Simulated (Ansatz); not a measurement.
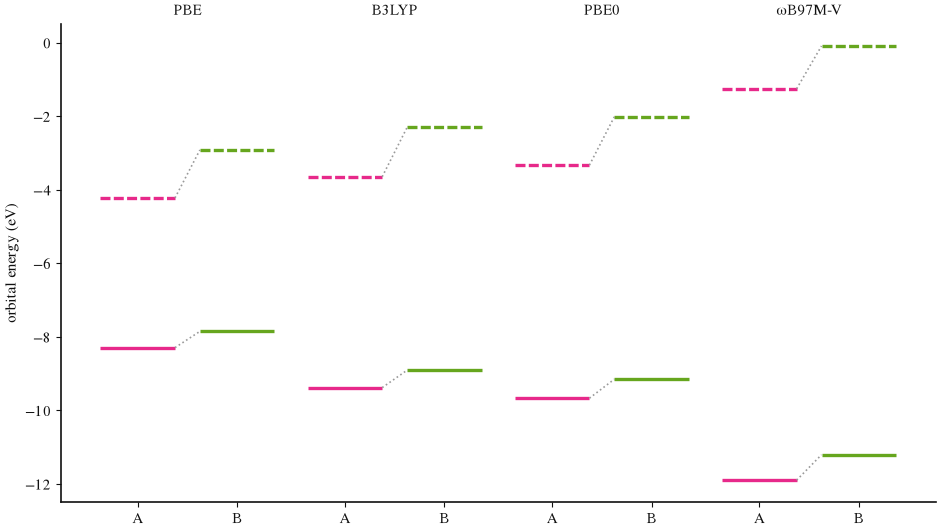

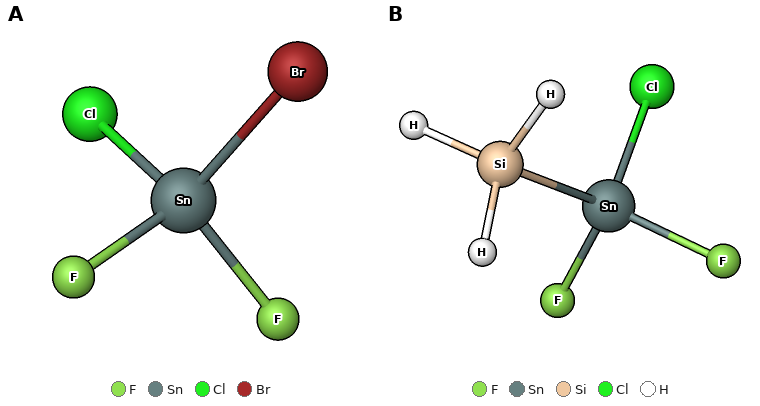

One change: A, SnBrClF₂ (SMILES [F][Sn]([F])([Cl])[Br]), becomes B, SnSiH₃ClF₂ (SMILES [F][Sn]([F])([SiH3])[Cl]). Br on Sn is replaced by SiH₃. HOMO (solid) and LUMO (dashed) computed in def2-TZVPP at PBE0-D4/def2-TZVP geometries, both minima by their frequencies, gas phase, the Ansatz code.

### What does the change do to HOMO and LUMO?

PBE: the HOMO rises by 0.44 eV, the LUMO rises by 1.30 eV, and the separation goes from 4.07 to 4.93 eV. B3LYP: the HOMO rises by 0.47 eV, the LUMO rises by 1.34 eV, and the separation goes from 5.73 to 6.60 eV. PBE0: the HOMO rises by 0.51 eV, the LUMO rises by 1.31 eV, and the separation goes from 6.34 to 7.14 eV. ωB97M-V: the HOMO rises by 0.69 eV, the LUMO rises by 1.16 eV, and the separation goes from 10.64 to 11.12 eV.

### Do the functionals agree on the effect?

They agree on the direction for both levels; the HOMO shift lies between 0.44 and 0.69 eV and the LUMO shift between 1.16 and 1.34 eV, while the separations themselves differ by up to 6.6 eV between functionals.

Caveats: core potentials past krypton; spin-orbit coupling is left out, and with Sn it can shift these values.
